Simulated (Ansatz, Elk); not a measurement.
## Bonding as seen by X-rays: TeI6

The structure of TeI6 used here is made up (a known structure type with other elements) and was relaxed beforehand with r2SCAN. The aim is the Fourier transform of its all-electron density, F(hkl), set beside the sum over free spherical atoms that refinements use.

Calculated with Elk 11.2.3 (patched build); DFT, PBE, all-electron APW+lo, Dirac cores, scalar-relativistic bands, static density, no spin.

The structure was built from a prototype and need not be the compound's stable phase.

### Step 1. Set-up

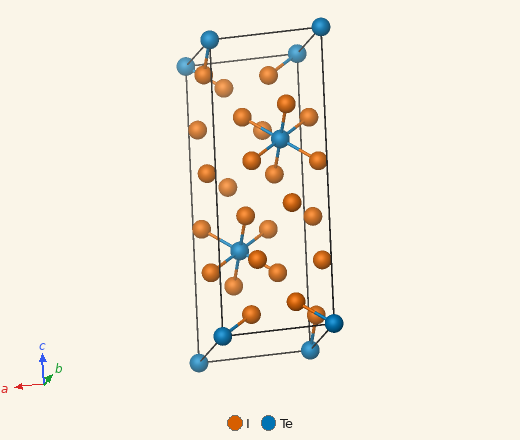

The cell as given, from a free direction (iodine orange, tellurium blue). This picture shows the conventional cell, with its axes. Bonds to atoms that aren't drawn are left out. Some periodic images of atoms are drawn too.

### Step 2. Ground state and structure factors

An all-electron density is needed, since X-rays see the cores too. Task 0 finds the density and task 195 Fourier-transforms it; tshift is off so that phases refer to the origin typed.

The input, elk.in:

```
tasks
  0
  195

xctype
  20

spinpol
  .false.

rgkmax
  7.0

gmaxvr
  14.0

lmaxo
  7

lmaxapw
  8

swidth
  0.002

tshift
  .false.

ramdisk
  .false.

hmaxvr
  5.5

maxscl
  120

epspot
  1e-06

sppath
  './'

avec
  6.85692490163 3.95884743777 11.86440206678
  -6.85692490163 3.95884743777 11.86440206678
  -0.00000000000 -7.91769487553 11.86440206678

atoms
  2
  'I.in'
  6
  0.7502848843 0.4181728871 0.0969086468   0.000000 0.000000 0.000000
  0.5818271129 0.9030913532 0.2497151157   0.000000 0.000000 0.000000
  0.9030913532 0.2497151157 0.5818271129   0.000000 0.000000 0.000000
  0.2497151157 0.5818271129 0.9030913532   0.000000 0.000000 0.000000
  0.0969086468 0.7502848843 0.4181728871   0.000000 0.000000 0.000000
  0.4181728871 0.0969086468 0.7502848843   0.000000 0.000000 0.000000
  'Te.in'
  1
  0.0000000000 -0.0000000000 0.0000000000   0.000000 0.000000 0.000000

ngridk
  4 4 4
```

Run with:

```sh
$ OMP_NUM_THREADS=4 elk
```

What it wrote:

```text
┌─────────────────────────┐
│ Elk code version 11.2.3 │
└─────────────────────────┘

All units are atomic (Hartree, Bohr, etc.)

┌─────────────────────────────────────────────────┐
│ Ground-state run starting from atomic densities │
└─────────────────────────────────────────────────┘

Lattice vectors :
   6.856924902       3.958847438       11.86440207
  -6.856924902       3.958847438       11.86440207
  -0.000000000      -7.917694876       11.86440207

Reciprocal lattice vectors :
  0.4581634915      0.2645208151      0.1765276573
 -0.4581634915      0.2645208151      0.1765276573
 -0.1380830409E-18 -0.5290416303      0.1765276573

Unit cell volume      :    1932.392151
Brillouin zone volume :   0.1283643246

Muffin-tin inner radius fraction :   0.1000000000E-01

Nuclei treated as point charges

Species : 1 (I)
 parameters loaded from : I.in
 name : iodine
 nuclear charge    :   -53.00000000
 electronic charge :    53.00000000
 atomic mass :    231332.6972
 muffin-tin radius :    2.600000000
 number of radial points in muffin-tin :   1193
 inner part over the whole radius :   0.9964907323E-02
 number on inner part of muffin-tin    :    851
 approximate nuclear radius :   0.9002358621E-04
 number of mesh points to nuclear radius :    431
 atomic positions (lattice), magnetic fields (Cartesian) :
  1 :  -0.24971512  0.41817289  0.09690865    0.00000000  0.00000000  0.00000000
  2 :  -0.41817289 -0.09690865  0.24971512    0.00000000  0.00000000  0.00000000
  3 :  -0.09690865  0.24971512 -0.41817289    0.00000000  0.00000000  0.00000000
  4 :   0.24971512 -0.41817289 -0.09690865    0.00000000  0.00000000  0.00000000
  5 :   0.09690865 -0.24971512  0.41817289    0.00000000  0.00000000  0.00000000
  6 :   0.41817289  0.09690865 -0.24971512    0.00000000  0.00000000  0.00000000

Species : 2 (Te)
 parameters loaded from : Te.in
 name : tellurium
 nuclear charge    :   -52.00000000
 electronic charge :    52.00000000
 atomic mass :    232600.5708
 muffin-tin radius :    2.600000000
 number of radial points in muffin-tin :   1193
 inner part over the whole radius :   0.9992174838E-02
 number on inner part of muffin-tin    :    851
 approximate nuclear radius :   0.8944870508E-04
 number of mesh points to nuclear radius :    430
 atomic positions (lattice), magnetic fields (Cartesian) :
  1 :   0.00000000  0.00000000  0.00000000    0.00000000  0.00000000  0.00000000

Total number of atoms per unit cell :    7
Total muffin-tin volume :    515.3552365
 ratio of muffin-tin to unit cell volume :   0.2666928843

Spin treatment :
 spin-unpolarised

Number of Bravais lattice symmetries :   12
Number of crystal symmetries         :    6
Crystal has inversion symmetry
Real symmetric eigensolver will be used

k-point grid :      4     4     4
k-point offset :    0.000000000       0.000000000       0.000000000
k-point set is reduced with full crystal symmetry group
Total number of k-points :       14

Muffin-tin radius times maximum |G+k| :    7.000000000
 using average radius
Maximum |G+k| for APW functions       :    2.692307692
Maximum (1/2)|G+k|²                   :    3.624260355
Maximum |G| for potential and density :    14.00000000
Constant for pseudocharge density :    9
 order of it for each species :   16  16
 order of it for pair densities of each species (exact exchange by exxq0 0: 17) :   10  10
Radial integration step length :    1

G-vector grid sizes :     64    64    64
Number of G-vectors :    89555

Maximum angular momentum used for
 APW functions            :    8
 outer part of muffin-tin :    7
 inner part of muffin-tin :    2

Total nuclear charge    :   -370.0000000
Total core charge       :    252.0000000
Total valence charge    :    118.0000000
Total excess charge     :    0.000000000
Total electronic charge :    370.0000000

Effective Wigner radius, rₛ :    1.076304057

Number of empty states         :     28
Total number of valence states :     88
Total number of core states    :    252

[...]
xc potential                :     -1674.3613309814
 exchange                    :     -1245.7539250707
 correlation                 :     -20.001775765413
 electron entropic           :    -0.37019579434004E-02
 total energy                :     -49513.693387277

Density of states at Fermi energy :    286.6803668
 (states/Hartree/unit cell)

Estimated indirect band gap :   0.7995317105E-03
 from k-point 7 to k-point 4
Estimated direct band gap   :   0.4220028775E-02
 at k-point 6

Charges :
 core                        :    252.0000000
 valence                     :    118.0000000
 interstitial                :    15.79661417
 muffin-tins (core leakage)
  species : 1 (I)
[...]
species : 2 (Te)
[...]
total in muffin-tins        :    354.2033858
 total calculated charge     :    369.9978294
 total charge                :    370.0000000
 error                       :   0.2170578834E-02

RMS change in Kohn-Sham potential (target) :   0.1211251482     (  0.1000000000E-05)
Absolute change in total energy (target)   :   0.4678421923     (  0.1000000000E-03)

[... loops 3 to 15 left out ...]

┌──────────────────┐
│ Loop number : 16 │
└──────────────────┘

Energies :
 Fermi                       :     0.84597508919845E-01
 sum of occupied eigenvalues :     -30176.514425702
 electron kinetic            :      52460.622226778
 core electron kinetic       :      51154.167201698
 Coulomb                     :     -100705.86234450
 Coulomb potential           :     -80984.412153485
 nuclear-nuclear             :     -4173.0250342070
 electron-nuclear            :     -112140.80904404
 Hartree                     :      15607.971733753
 Madelung                    :     -60213.656267753
 xc potential                :     -1652.7244989940
 exchange                    :     -1246.0071070434
 correlation                 :     -20.006785313845
 electron entropic           :    -0.49006948874582E-02
 total energy                :     -49511.258910770

Density of states at Fermi energy :    391.0283584
 (states/Hartree/unit cell)

Estimated indirect band gap :   0.3571788801E-03
 from k-point 2 to k-point 1
Estimated direct band gap   :   0.1437287542E-02
 at k-point 2

Charges :
 core                        :    252.0000000
 valence                     :    118.0000000
 interstitial                :    15.32313728
 muffin-tins (core leakage)
  species : 1 (I)
[...]
species : 2 (Te)
[...]
total in muffin-tins        :    354.6768627
 total calculated charge     :    369.9978346
 total charge                :    370.0000000
 error                       :   0.2165436580E-02

RMS change in Kohn-Sham potential (target) :   0.6151212709E-07 (  0.1000000000E-05)
Absolute change in total energy (target)   :   0.4362987966E-04 (  0.1000000000E-03)

Convergence targets achieved

┌──────────────────┐
│ Loop number : 17 │
└──────────────────┘

Energies :
 Fermi                       :     0.84597528359091E-01
 sum of occupied eigenvalues :     -30176.514420081
 electron kinetic            :      52460.622236708
 core electron kinetic       :      51154.167207532
 Coulomb                     :     -100705.86234903
 Coulomb potential           :     -80984.412159266
 nuclear-nuclear             :     -4173.0250342070
 electron-nuclear            :     -112140.80904677
 Hartree                     :      15607.971731940
 Madelung                    :     -60213.656269401
 xc potential                :     -1652.7244975230
 exchange                    :     -1246.0071070533
 correlation                 :     -20.006785320136
 electron entropic           :    -0.49006950567875E-02
 total energy                :     -49511.258905395

Density of states at Fermi energy :    391.0283708
 (states/Hartree/unit cell)

Estimated indirect band gap :   0.3571786914E-03
 from k-point 2 to k-point 1
Estimated direct band gap   :   0.1437286371E-02
 at k-point 2

Charges :
 core                        :    252.0000000
 valence                     :    118.0000000
 interstitial                :    15.32313790
 muffin-tins (core leakage)
  species : 1 (I)
[...]
atom 5                    :    50.82718231     (  0.1981742733E-03)
   atom 6                    :    50.82718231     (  0.1981742733E-03)
  species : 2 (Te)
   atom 1                    :    49.71376821     (  0.3896129311E-03)
 total in muffin-tins        :    354.6768621
 total calculated charge     :    369.9978346
 total charge                :    370.0000000
 error                       :   0.2165436549E-02

┌──────────────────────────────┐
│ Self-consistent loop stopped │
└──────────────────────────────┘

Warning : core states of species 1 leak from the muffin-tin :   0.1981742733E-03

Warning : core states of species 2 leak from the muffin-tin :   0.3896129311E-03

Wrote STATE.OUT
```

Run time: 91 s. Hardware: 4 threads of Arm Neoverse V2, shared host; peak memory 0.43 GiB.

SFACRHO.OUT:

```text

h k l indices transformed by vhmat matrix:
   1.000000000       0.000000000       0.000000000    
   0.000000000       1.000000000       0.000000000    
   0.000000000       0.000000000       1.000000000    

      h      k      l  multipl.   |H|            Re(F)            Im(F)           |F|

      0      0      0      1   0.0000000       370.00000      0.14679756E-16   370.00000    
      1      1      1      2  0.52958297       20.148480      0.67533633E-14   20.148480    
      1      0      0      6  0.55771593       44.113937      0.16829056E-13   44.113937    
      0     -1     -1      6  0.63602917       54.958658      0.13425022E-13   54.958658    
     -1     -2     -1      6  0.88231359       40.277002      0.13352107E-13   40.277002    
     -1      1      0      6  0.91632698      -93.883801     -0.36378064E-16   93.883801    
      2      1      2      6   1.0290459       47.628337     -0.99895614E-14   47.628337    
      0     -1     -2      6   1.0583540      -175.58613     -0.33515864E-13   175.58613    
      0      2      1      6   1.0583540       289.97589     -0.15086751E-13   289.97589    
     -2     -2     -2      2   1.0591659      -221.47815     -0.77159703E-13   221.47815    
      1      1     -1      6   1.0727079       52.067187     -0.20042221E-13   52.067187    
      0      0      2      6   1.1154319       31.319840      0.17156746E-13   31.319840    
      2      0      2      6   1.2720583       52.765825      0.13456781E-13   52.765825    
     -2     -2     -3      6   1.3441814       46.614631     -0.26873616E-13   46.614631    
      1      1      3      6   1.3778935       35.987679      0.40274858E-13   35.987679    
      2      1      3      6   1.4005312       122.04750     -0.13351970E-13   122.04750    
     -1     -2     -3      6   1.4005312       204.86176      0.40184510E-13   204.86176    
      2      0     -1      6   1.4108002       57.222523      0.33598528E-13   57.222523
```

Elk indexes on the primitive cell of elk.in and gives |H| = 4π sin θ/λ in inverse bohr. Below, one row stands for each form hkl of the conventional cell (m members, Friedel mates merged), F is for one primitive cell and the density is static (no thermal factor). Free-atom factors are Waasmaier and Kirfel's, and R is Σm||F|−|F'||/Σm|F|.

```tsv
hkl	m	sin θ/λ (Å⁻¹)	abs F, DFT	neutral atoms	diff.
003	2	0.080	20.148	20.260	-0.112
101	6	0.084	44.114	44.288	-0.174
012	6	0.096	54.959	55.184	-0.225
104	6	0.133	40.277	40.500	-0.223
110	6	0.138	93.884	93.702	+0.182
015	6	0.155	47.628	47.755	-0.127
113	6	0.159	175.586	175.355	+0.231
2 -1 3	6	0.159	289.976	289.848	+0.128
006	2	0.159	221.478	221.109	+0.369
021	6	0.161	52.067	52.299	-0.232
202	6	0.168	31.320	31.401	-0.081
024	6	0.191	52.766	52.493	+0.273
107	6	0.202	46.615	46.554	+0.061
205	6	0.207	35.988	35.764	+0.223
```

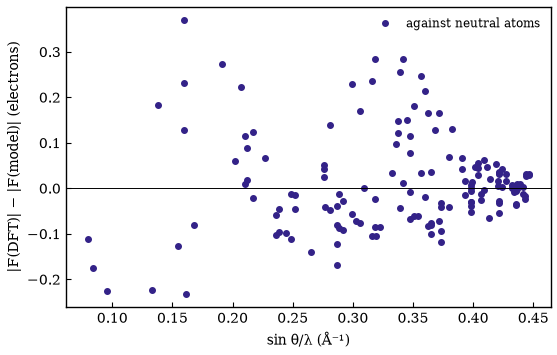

Difference between the calculated structure factors and the independent-atom ones.

### Step 3. The highest occupied states alone

An energy window below the Fermi level keeps the highest occupied states, to see at which angles they scatter; shallow core shells can lie inside it and anion s states outside. No new self-consistency is needed.

elk.in: that of step 2 with these lines changed.

```diff
@@ -1,3 +1,2 @@
 tasks
-  0
   195
@@ -40,2 +39,5 @@
 
+wsfac
+  -0.356390 0.384600
+
 sppath
```

Run with:

```sh
$ OMP_NUM_THREADS=4 elk
```

What it wrote:

```text
┌─────────────────────────────────┐
│ Elk code version 11.2.3 started │
└─────────────────────────────────┘

Info(readinput): the functional depends on the density's gradient
 muffin-tin radial points multiplied by    2.00000
 (not where nrmtscf is given)

┌────────────────────┐
│ Current task : 195 │
└────────────────────┘

Info(sfacrho): density structure factors written to SFACRHO.OUT

 Energy window :  -0.3563900000      0.3846000000

┌──────────────────┐
│ Elk code stopped │
└──────────────────┘
```

Run time: 40 s. Hardware: 4 threads; peak memory 0.26 GiB; 43 s of CPU time.

States within 12 eV below the Fermi level hold 45.97 electrons; any levels below the window count with the cores. Their amplitudes can exceed the total, where window and core parts have opposite phase:

```tsv
hkl	sin θ/λ (Å⁻¹)	abs F, window	abs F, all
003	0.080	0.336	20.148
101	0.084	2.635	44.114
012	0.096	3.340	54.959
104	0.133	1.342	40.277
110	0.138	6.778	93.884
015	0.155	1.388	47.628
113	0.159	8.903	175.586
2 -1 3	0.159	12.470	289.976
006	0.159	11.114	221.478
021	0.161	1.373	52.067
```

### Step 4. Another functional

The difference from free atoms is small, so it is set against the change that LDA (Perdew-Wang) makes.

elk.in: that of step 3 with these lines changed.

```diff
@@ -1,2 +1,3 @@
 tasks
+  0
   195
@@ -4,3 +5,3 @@
 xctype
-  20
+  3
 
@@ -39,5 +40,2 @@
 
-wsfac
-  -0.356390 0.384600
-
 sppath
```

Run with:

```sh
$ OMP_NUM_THREADS=4 elk
```

What it wrote:

```text
┌─────────────────────────┐
│ Elk code version 11.2.3 │
└─────────────────────────┘

All units are atomic (Hartree, Bohr, etc.)

┌─────────────────────────────────────────────────┐
│ Ground-state run starting from atomic densities │
└─────────────────────────────────────────────────┘

Lattice vectors :
   6.856924902       3.958847438       11.86440207
  -6.856924902       3.958847438       11.86440207
  -0.000000000      -7.917694876       11.86440207

Reciprocal lattice vectors :
  0.4581634915      0.2645208151      0.1765276573
[...]
atom 6                    :    50.81793064     (  0.1954962715E-03)
  species : 2 (Te)
   atom 1                    :    49.73841149     (  0.3935764650E-03)
 total in muffin-tins        :    354.6459953
 total calculated charge     :    369.9978484
 total charge                :    370.0000000
 error                       :   0.2151601584E-02

┌──────────────────────────────┐
│ Self-consistent loop stopped │
└──────────────────────────────┘

Warning : core states of species 1 leak from the muffin-tin :   0.1954962715E-03

Warning : core states of species 2 leak from the muffin-tin :   0.3935764650E-03

Wrote STATE.OUT
[key lines of the parts left out:]
total energy                :     -49471.016123088
```

The job ended after 54 s (4 threads; peak memory 0.32 GiB; 2.2 min of CPU time).

Against the first run R = 0.03 %; the largest change is -0.092 at 2 -1 15.

### Step 5. A coarser k-mesh

About half the k-points along each axis test the sampling.

elk.in: that of step 4 with these lines changed.

```diff
@@ -5,3 +5,3 @@
 xctype
-  3
+  20
 
@@ -63,2 +63,2 @@
 ngridk
-  4 4 4
+  2 2 2
```

Run with:

```sh
$ OMP_NUM_THREADS=4 elk
```

What it wrote:

```text
┌─────────────────────────┐
│ Elk code version 11.2.3 │
└─────────────────────────┘

All units are atomic (Hartree, Bohr, etc.)

┌─────────────────────────────────────────────────┐
│ Ground-state run starting from atomic densities │
└─────────────────────────────────────────────────┘

Lattice vectors :
   6.856924902       3.958847438       11.86440207
  -6.856924902       3.958847438       11.86440207
  -0.000000000      -7.917694876       11.86440207

Reciprocal lattice vectors :
  0.4581634915      0.2645208151      0.1765276573
[...]
atom 6                    :    50.82806242     (  0.1981942230E-03)
  species : 2 (Te)
   atom 1                    :    49.71301523     (  0.3896621774E-03)
 total in muffin-tins        :    354.6813898
 total calculated charge     :    369.9978599
 total charge                :    370.0000000
 error                       :   0.2140114578E-02

┌──────────────────────────────┐
│ Self-consistent loop stopped │
└──────────────────────────────┘

Warning : core states of species 1 leak from the muffin-tin :   0.1981942230E-03

Warning : core states of species 2 leak from the muffin-tin :   0.3896621774E-03

Wrote STATE.OUT
[key lines of the parts left out:]
total energy                :     -49511.259132379
```

Run time: 62 s. Hardware: 4 threads; peak memory 0.38 GiB.

Against the first run R = 0.01 %; the largest change is -0.039 at 214.

### Step 6. Settings against the effect

```tsv
run	R against the first run (%)	R against neutral atoms, low angle (%)	wall time
PBE, rgkmax 7	0.00	0.13	91 s
LDA (Perdew-Wang)	0.03	0.12	54 s
k-mesh 2×2×2	0.01	0.13	62 s
```

### Step 7. Summary of results

* R against neutral atoms, sin θ/λ < 0.3 Å⁻¹: 0.13 %
* R against neutral atoms, 0.3 to 0.45 Å⁻¹: 0.10 %

In words: Independent neutral atoms miss the calculated amplitudes by R = 0.13 % below 0.3 Å⁻¹ and 0.10 % from there to 0.45 Å⁻¹; by shells, 0.35 % below 0.15 Å⁻¹ (5 forms), 0.11 % 0.15 to 0.3 (42 forms), 0.10 % 0.3 to 0.45 (102 forms). Bonding, aspherical density and the tables' own atoms all enter these figures, and the runs don't part them. The largest change of an amplitude is +0.37 electrons, at 006. Below 0.3 Å⁻¹ the changes that finished (LDA (Perdew-Wang) and k-mesh 2×2×2) move F by R = 0.02 % at most, against the 0.13 % that separates it from free atoms. The basis has no finished test. Part of the difference isn't bonding: the tables are fits to free atoms and ions calculated by other methods than this functional. Thermal motion, anomalous dispersion and extinction are left out.

[Logs are printed without paths, hosts, clocks, repeated set-up lines and the standing remarks that a program may print on its own settings, such as how far it seeks lower states.]

[Hosts, paths, dates, database ids (printed as entryN), source tags and the programs' standing remarks are cut or masked in the printed files.]
